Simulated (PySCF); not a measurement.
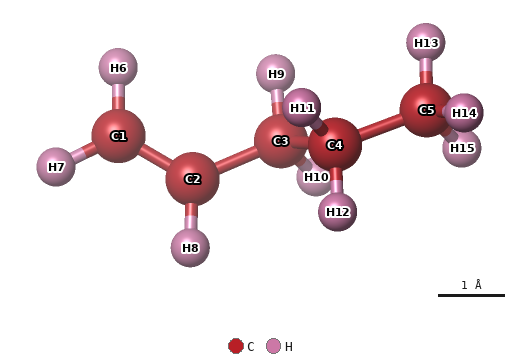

Figure 1. The structure (ball-and-stick view, seen at a tilt; atoms are numbered from 1 in the order of the input).

# NMR shielding calculation, with input and output: C5H10

C5H10 (1-pentene), computed with GIAO wB97X-D/pcSseg-2 NMR shielding, non-relativistic, IEF-PCM chloroform (PySCF 2.14.0).

The geometry comes from this level: PBE0-D3(BJ)/def2-TZVP. Figures and captions count atoms from 1; the log counts them from 0 in places.

**The program's output**
```
coarse grid: 11632 points
cycle   1  E = -196.5150769337  dE =  4.768e-01  |g| = 2.776e-01  |ddm| = 2.383e+00
cycle   2  E = -196.5296439608  dE = -1.457e-02  |g| = 1.692e-01  |ddm| = 3.809e-01
cycle   3  E = -196.5366182069  dE = -6.974e-03  |g| = 2.283e-02  |ddm| = 1.169e-01
cycle   4  E = -196.5367894048  dE = -1.712e-04  |g| = 7.195e-03  |ddm| = 4.041e-02
cycle   5  E = -196.5368029213  dE = -1.352e-05  |g| = 2.512e-03  |ddm| = 8.756e-03
cycle   6  E = -196.5368050100  dE = -2.089e-06  |g| = 6.458e-04  |ddm| = 4.077e-03
final grid: 109760 points
cycle   7  E = -196.5419537273  dE = -2.517e-04  |g| = 5.971e-03  |ddm| = 6.683e-02
cycle   8  E = -196.5419587726  dE = -5.045e-06  |g| = 4.195e-03  |ddm| = 9.848e-03
cycle   9  E = -196.5419629630  dE = -4.190e-06  |g| = 4.903e-04  |ddm| = 2.955e-03
cycle  10  E = -196.5419630264  dE = -6.340e-08  |g| = 2.854e-04  |ddm| = 8.261e-04
cycle  11  E = -196.5419630467  dE = -2.022e-08  |g| = 4.718e-05  |ddm| = 2.186e-04
cycle  12  E = -196.5419630476  dE = -9.359e-10  |g| = 2.308e-05  |ddm| = 9.894e-05
```

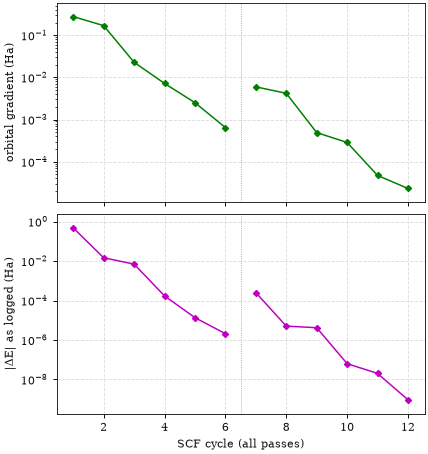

Figure 2. Convergence of the self-consistent field: orbital gradient and size of the energy change against the SCF cycle. The dotted line marks the change from a coarse to the final integration grid. The first 6 cycles use a coarse grid, the final grid takes over at cycle 7, and the field converges after 12 cycles in all.

```
converged SCF energy = -196.5419630476

GIAO shielding tensors (ppm)
atom      isotropic    diamagn.    paramagn.     s11        s22        s33       span
  0 C       62.210     253.529    -191.319    -54.019     84.892    155.756    209.774
  1 C       29.216     253.420    -224.204   -102.825     35.711    154.761    257.586
  2 C      143.562     242.342     -98.779    125.147    139.474    166.066     40.919
  3 C      157.773     243.516     -85.743    145.699    155.327    172.292     26.594
  4 C      169.745     237.783     -68.038    158.660    162.985    187.590     28.930
  5 H       26.154      31.727      -5.573     22.932     25.477     30.054      7.122
  6 H       26.298      29.561      -3.263     23.609     25.246     30.039      6.430
  7 H       25.179      31.667      -6.488     22.524     24.632     28.383      5.859
  8 H       29.573      33.071      -3.499     25.941     29.662     33.116      7.175
  9 H       29.528      31.697      -2.169     25.804     29.255     33.524      7.721
 10 H       30.446      32.295      -1.848     26.092     30.031     35.216      9.124
 11 H       30.127      32.217      -2.090     25.498     29.750     35.134      9.636
 12 H       30.695      29.456       1.239     26.649     28.981     36.456      9.806
 13 H       30.443      28.033       2.409     26.081     27.754     37.493     11.412
 14 H       30.737      29.250       1.486     26.879     28.763     36.568      9.690
```

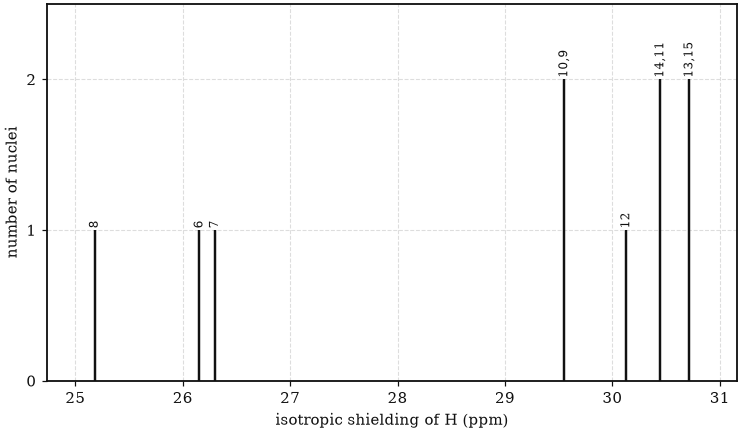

Figure 3. Isotropic shieldings of the hydrogen nuclei in this fixed geometry, labelled by atom number; shielding grows to the right, so chemical shift grows to the left. The least shielded is H8 (25.2 ppm), the most shielded H15 (30.7 ppm).

This output came from the following input.

**Input**
```
{"job": {"kind": "nmr", "xc": "wB97X-D", "basis": "pcSseg-2", "pop": false, "solvent": "chloroform"}, "charge": 0, "multiplicity": 1}
C      2.167590     1.404843     0.633171
C      1.582031     0.392287     0.010092
C      0.334468    -0.287869     0.462212
C     -0.809445    -0.152004    -0.539030
C     -2.055312    -0.905462    -0.108943
H      1.761415     1.803812     1.557733
H      3.069328     1.868128     0.249553
H      2.018360     0.021234    -0.916705
H      0.026626     0.113281     1.433667
H      0.538017    -1.356001     0.614169
H     -1.039665     0.910007    -0.672590
H     -0.475299    -0.515773    -1.517155
H     -2.420013    -0.544323     0.856687
H     -2.863771    -0.789307    -0.834020
H     -1.852381    -1.974929    -0.004566
```

The first line tells a small driver script what to run in PySCF; the rest is the geometry in Å.

Command:
```bash
OMP_NUM_THREADS=2 python <driver script> task.json out
```

**Results in brief**

```tsv
quantity	value
outcome	converged
total energy	−196.541963 hartree
HOMO	−9.22 eV
LUMO	2.17 eV
dipole moment	0.56 D
isotropic shielding, C	29.2 to 169.7 ppm
isotropic shielding, H	25.2 to 30.7 ppm
hardware	2 CPU threads, shared host
wall time	1.9 min (CPU time 3.2 min)
peak memory	2.4 GiB
```
